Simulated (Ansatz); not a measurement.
Geometry relaxation of BNH5O2F (part 1 of 2)

- system: BNH5O2F
- method: RKS BLYP-D4/cc-pVDZ (Ansatz 0.2.0)

The input holds or restrains some coordinates. It belongs to a series of runs on one base structure; here: pulled along the bonds that form and break, towards end B.

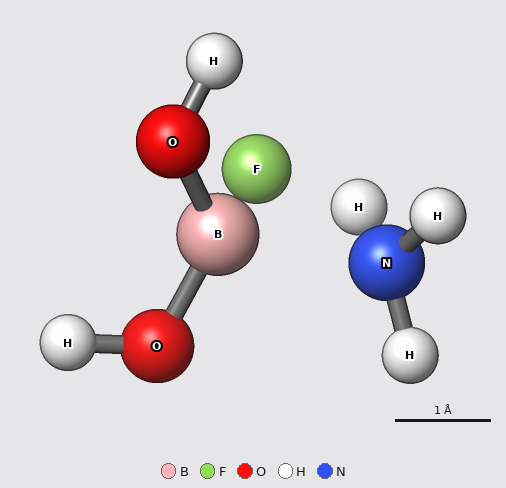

*The starting structure (ball-and-stick view, seen at a tilt).*

Bond lengths as drawn: B–O 1.35 to 1.36 Å, H–N 1.01 Å and H–O 0.95 to 0.96 Å.

Key numbers:

| quantity | value |
| --- | --- |
| outcome | converged under the restraints of the input |
| total energy | −9061.1940 eV |
| mean-field energy | −9060.8779 eV |
| largest force (length of the vector) at the end, held atoms and coordinates included | 1.546 eV/Å |
| hardware | 2 threads of Intel Xeon (Granite Rapids), 16 GiB of memory available, shared host |
| wall time | 10 s (CPU time 19 s) |
| peak memory | 0.17 GiB |

The input:
```yaml
crystal:
  periodic: [false, false, false]
  atoms:
    - { symbol: B, position_ang: [-0.3186, 0.2552, -0.3393] }
    - { symbol: F, position_ang: [0.722, -0.7436, -1.2148] }
    - { symbol: O, position_ang: [0.0525, 1.5446, -0.5376] }
    - { symbol: O, position_ang: [-1.5923, -0.1792, -0.4697] }
    - { symbol: H, position_ang: [0.9573, -1.1033, -0.0866] }
    - { symbol: "N", position_ang: [0.4562, -0.602, 1.0454] }
    - { symbol: H, position_ang: [0.9911, 1.705, -0.5898] }
    - { symbol: H, position_ang: [-2.1327, 0.3748, -1.0298] }
    - { symbol: H, position_ang: [1.0418, -0.0611, 1.661] }
    - { symbol: H, position_ang: [-0.1771, -1.1906, 1.5614] }
basis:
  gaussian: { orbitals: cc-pVDZ }
hamiltonian:
  xc: blyp
  dispersion: d4
relax:
  f_tol: 0.15
  max_steps: 25
  restrain:
    - { distance: [0, 5], at: 1.55, k: 30.0 }
    - { distance: [4, 1], at: 0.88, k: 30.0 }
    - { distance: [0, 1], at: 2.71, k: 30.0 }
    - { distance: [4, 5], at: 2.32, k: 30.0 }
output:
  orbitals: {}
```

Command:
```bash
ansatz run input.yaml --threads 2 --pin off --max-ram 3072MiB --backend cpu --events-out ev --progress --plain --runs-dir out
```

What the program printed:
```
The last accepted step is kept in [file] (removed where the run ends without a failure and the disk answers)
Engine: ansatz 0.2.0, x86_64-unknown-linux-gnu
Functional definition: BLYP
  parameter beta = 0.0042
  parameter a = 0.04918
  parameter b = 0.132
  parameter c = 0.2533
  parameter d = 0.349
  exchange = b88_x(beta = beta)
  correlation = lyp_c(a = a, b = b, c = c, d = d)
1048 factors; their error is unknown
mean field evaluation 1: about -9045.6123 eV, gradient 9.2e1 eV
mean field evaluation 2: about -9012.3203 eV, gradient 1.5e2 eV
mean field evaluation 4: about -9060.0385 eV, gradient 1.1e1 eV
mean field evaluation 8: about -9060.2119 eV, gradient 2.7e-1 eV
mean field evaluation 16: about -9060.1524 eV, gradient 1.6e-4 eV
mean field -9060.15243465 eV, -332.9544607814 hartree, gradient 6.6e-5 eV, S^2 0.000000; 0 other end points of the search recorded, 0 dependent functions left out
the calculation of the forces begins
reference -9060.15272670 eV, -332.9544715141 hartree; 21, 21 occupied and 74, 74 virtual orbitals, 1048 factors
relax step   1: F+E_penalty+E_count = -9060.48740353 eV  Δ(F+E_penalty+E_count) = +0.000e0 eV  max|allowed force component| = 3.230e0 eV/Å  E_restraint = 32.79529668 eV  max|allowed force component, restraints' pulls added| = 3.249e1 eV/Å  Δτ_max = 0.0000 Å  (27 SCF iters, accepted)
  distance B 0 - N 5 = 1.8035 Å
  distance H 4 - F 1 = 1.2073 Å
  distance B 0 - F 1 = 1.6873 Å
  distance H 4 - N 5 = 1.3356 Å
these checks for a lower state are left out or cut short: starts, cluster_reference, orbital_swaps, neighbouring_geometries, increment
1048 factors; their error is unknown
mean field -9060.13745451 eV, -332.9539102715 hartree, gradient 9.1e-6 eV, S^2 0.000000; 0 other end points of the search recorded, 0 dependent functions left out
[... from here on the field's lines of each further geometry are left out, up to the last ...]
relax step   2: F+E_penalty+E_count = -9060.47036095 eV  Δ(F+E_penalty+E_count) = +1.704e-2 eV  max|allowed force component| = 3.889e0 eV/Å  E_restraint = 15.18430354 eV  max|allowed force component, restraints' pulls added| = 2.312e1 eV/Å  Δτ_max = 0.1948 Å  (36 SCF iters, accepted)
relax step   3: F+E_penalty+E_count = -9060.82578858 eV  Δ(F+E_penalty+E_count) = -3.554e-1 eV  max|allowed force component| = 2.989e0 eV/Å  E_restraint = 4.06474042 eV  max|allowed force component, restraints' pulls added| = 9.538e0 eV/Å  Δτ_max = 0.1949 Å  (34 SCF iters, accepted)
relax step   4: F+E_penalty+E_count = -9060.95976344 eV  Δ(F+E_penalty+E_count) = -1.340e-1 eV  max|allowed force component| = 2.510e0 eV/Å  E_restraint = 0.11200005 eV  max|allowed force component, restraints' pulls added| = 2.518e0 eV/Å  Δτ_max = 0.1948 Å  (35 SCF iters, accepted)
relax step   5: F+E_penalty+E_count = -9061.06326887 eV  Δ(F+E_penalty+E_count) = -1.035e-1 eV  max|allowed force component| = 2.022e0 eV/Å  E_restraint = 0.11251036 eV  max|allowed force component, restraints' pulls added| = 2.207e0 eV/Å  Δτ_max = 0.1943 Å  (34 SCF iters, accepted)
relax step   6: F+E_penalty+E_count = -9061.08736597 eV  Δ(F+E_penalty+E_count) = -2.410e-2 eV  max|allowed force component| = 1.539e0 eV/Å  E_restraint = 0.17912941 eV  max|allowed force component, restraints' pulls added| = 3.984e0 eV/Å  Δτ_max = 0.1936 Å  (34 SCF iters, rejected (line search))
relax step   7: F+E_penalty+E_count = -9061.15466253 eV  Δ(F+E_penalty+E_count) = -9.139e-2 eV  max|allowed force component| = 1.607e0 eV/Å  E_restraint = 0.08943384 eV  max|allowed force component, restraints' pulls added| = 1.163e0 eV/Å  Δτ_max = 0.0968 Å  (29 SCF iters, accepted)
relax step   8: F+E_penalty+E_count = -9061.19124642 eV  Δ(F+E_penalty+E_count) = -3.658e-2 eV  max|allowed force component| = 1.373e0 eV/Å  E_restraint = 0.07470602 eV  max|allowed force component, restraints' pulls added| = 2.987e-1 eV/Å  Δτ_max = 0.1000 Å  (29 SCF iters, accepted)
relax step   9: F+E_penalty+E_count = -9061.18983917 eV  Δ(F+E_penalty+E_count) = +1.407e-3 eV  max|allowed force component| = 1.515e0 eV/Å  E_restraint = 0.06380474 eV  max|allowed force component, restraints' pulls added| = 2.131e-1 eV/Å  Δτ_max = 0.1500 Å  (28 SCF iters, accepted)
relax step  10: F+E_penalty+E_count = -9061.17815546 eV  Δ(F+E_penalty+E_count) = +1.168e-2 eV  max|allowed force component| = 1.523e0 eV/Å  E_restraint = 0.05804928 eV  max|allowed force component, restraints' pulls added| = 2.518e-1 eV/Å  Δτ_max = 0.1475 Å  (28 SCF iters, rejected (line search))
the calculation of the forces begins
reference -9060.87788382 eV, -332.9811205467 hartree; 21, 21 occupied and 74, 74 virtual orbitals, 1048 factors
relax step  11: F+E_penalty+E_count = -9061.19365311 eV  Δ(F+E_penalty+E_count) = -3.814e-3 eV  max|allowed force component| = 1.535e0 eV/Å  E_restraint = 0.06163518 eV  max|allowed force component, restraints' pulls added| = 9.719e-2 eV/Å  Δτ_max = 0.0579 Å  (30 SCF iters, accepted)
  distance B 0 - N 5 = 1.5036 Å
  distance H 4 - F 1 = 0.9218 Å
  distance B 0 - F 1 = 2.7158 Å
  distance H 4 - N 5 = 2.3066 Å
1048 factors; their error is unknown
mean field evaluation 96: about -9045.9996 eV, gradient 9.2e1 eV
```

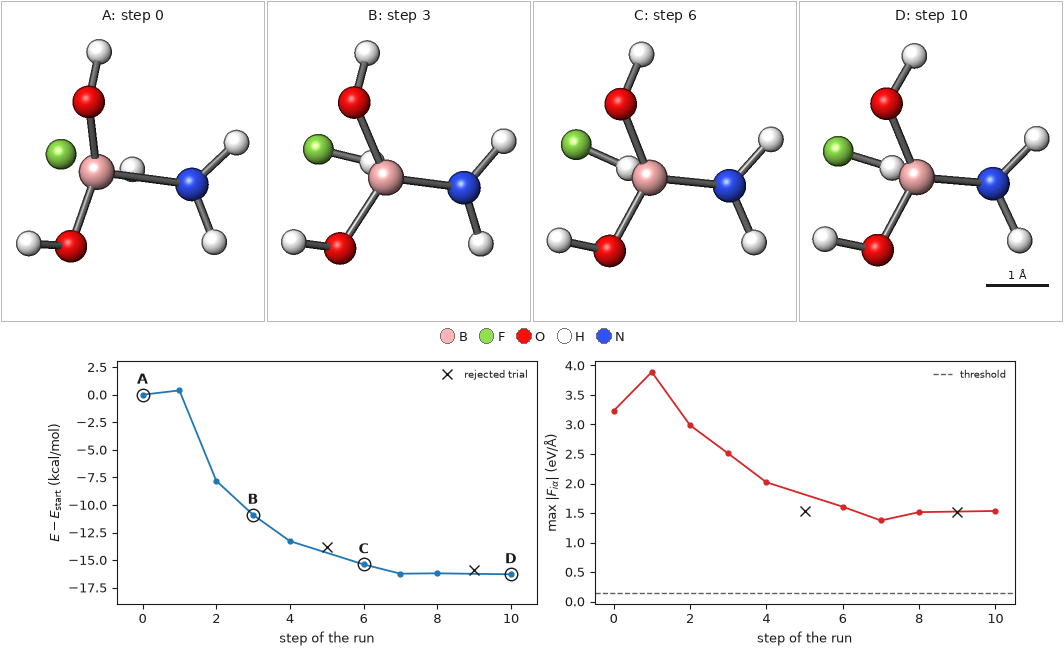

*Frames of the restrained relaxation (ball-and-stick view, seen at a tilt) above the curves, on which the letters mark them (the first geometry is step 0 here and step 1 in the log).*

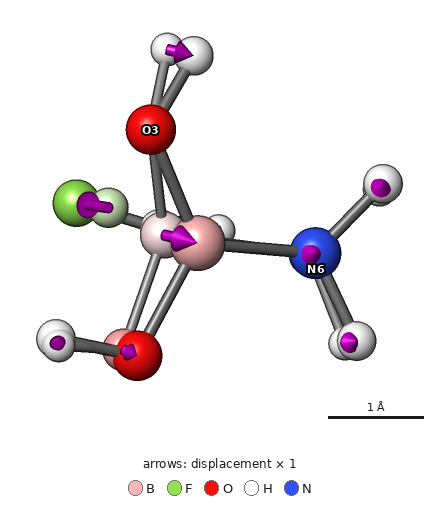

*Start (faint) and end (solid) with the displacements as pink arrows, at true length (ball-and-stick view, seen at a tilt). The two geometries are laid on each other by the best rigid fit.*

Over 10 geometry steps the energy falls by 16.3 kcal/mol. Largest force component: 3.2 eV/Å at the start, 1.5 eV/Å at the end. The line search rejected the trial steps at points 5, 9 (counted from 0) and went back. The largest move after the best rigid fit is that of H5, 0.75 Å. By element the largest moves are H 0.75 Å, F 0.67 Å, B 0.43 Å, N 0.29 Å, O 0.18 Å. Distances before and after: B1–N6 1.803 → 1.504 Å, F2–H5 1.207 → 0.922 Å, B1–O4 1.352 → 1.379 Å, B1–O3 1.356 → 1.383 Å. New bonds form: F2–H5 (1.21 → 0.92 Å). Among the angles that change: O4–B1–N6 109.0° → 116.3°, O3–B1–N6 116.5° → 123.6°, B1–O4–H8 113.8° → 110.2°. (Atoms are counted from 1 in the order of the input.)

```
mean field -9060.87758405 eV, -332.9811095303 hartree, gradient 9.4e-6 eV, S^2 0.000000; 1 other end points of the search recorded, 0 dependent functions left out
the calculation of the forces begins
reference -9060.87788382 eV, -332.9811205467 hartree; 21, 21 occupied and 74, 74 virtual orbitals, 1048 factors
Total energy: -9061.19395288 eV, -332.9927358706 hartree
Atom 0 at    -0.440692     0.364640     0.057971 Å, force     0.543699    -0.650394     1.125195 eV/Å
Atom 1 at     1.051245    -1.139039    -1.641570 Å, force     0.026121     0.251027    -1.317278 eV/Å
Atom 2 at     0.030808     1.523141    -0.532446 Å, force     0.012546     0.005220     0.013314 eV/Å
Atom 3 at    -1.662649    -0.153302    -0.317174 Å, force    -0.003862     0.014310    -0.012050 eV/Å
Atom 4 at     1.105712    -1.398212    -0.758674 Å, force    -0.069017    -0.176428     1.534589 eV/Å
Atom 5 at     0.292673    -0.375394     1.142127 Å, force    -0.439364     0.592369    -1.357626 eV/Å
Atom 6 at     0.951171     1.725406    -0.282115 Å, force    -0.002023     0.012008    -0.005750 eV/Å
Atom 7 at    -1.999689     0.315030    -1.105758 Å, force     0.000308     0.000259     0.003566 eV/Å
Atom 8 at     0.942355     0.152732     1.731313 Å, force    -0.023743    -0.033973    -0.004693 eV/Å
Atom 9 at    -0.270734    -1.015201     1.706526 Å, force    -0.044666    -0.014398     0.020733 eV/Å
Dipole moment:     0.219074     0.116754     0.469115 e Å
```

Trajectory as extended XYZ (Å, eV, eV/Å), 11 frames, from step=1 to step=11:
```
10
Properties=species:S:1:pos:R:3:forces:R:3 step=1 energy=-9060.48740
B    -0.3186    0.2552   -0.3393    1.7947  -1.5673   1.5147
F     0.7220   -0.7436   -1.2148    0.0889  -0.0517  -0.7987
O     0.0525    1.5446   -0.5376   -0.8688   1.2822  -0.1445
O    -1.5923   -0.1792   -0.4697   -0.7458  -0.9540   0.5867
H     0.9573   -1.1033   -0.0866   -0.5291   0.6002   1.7179
N     0.4562   -0.6020    1.0454   -0.1667   0.0736  -3.2299
H     0.9911    1.7050   -0.5898    0.9624   0.0447  -0.0777
H    -2.1327    0.3748   -1.0298   -0.4717   0.6133  -0.6046
H     1.0418   -0.0611    1.6610    0.4589   0.4316   0.5228
H    -0.1771   -1.1906    1.5614   -0.5227  -0.4727   0.5134
10
Properties=species:S:1:pos:R:3:forces:R:3 step=2 energy=-9060.47036
B    -0.3737    0.3109   -0.1996    1.4461  -1.3386   2.7185
F     0.8418   -0.8610   -1.2863    0.6028  -0.6732   0.9058
O     0.0418    1.5666   -0.5367   -0.4691   0.5510  -0.3225
O    -1.6111   -0.1814   -0.4586   -0.3058  -0.5631   0.5113
H     1.0180   -1.1598   -0.2629   -0.7005   0.8915  -0.6525
N     0.3680   -0.5110    1.1038   -0.5753   0.6532  -3.8890
H     0.9950    1.7027   -0.5890    0.4290  -0.0738   0.0946
H    -2.1362    0.3792   -1.0367   -0.2371   0.4205  -0.5471
H     1.0461   -0.0504    1.6834    0.3598   0.5038   0.6091
H    -0.1895   -1.1959    1.5828   -0.5498  -0.3713   0.5719
```
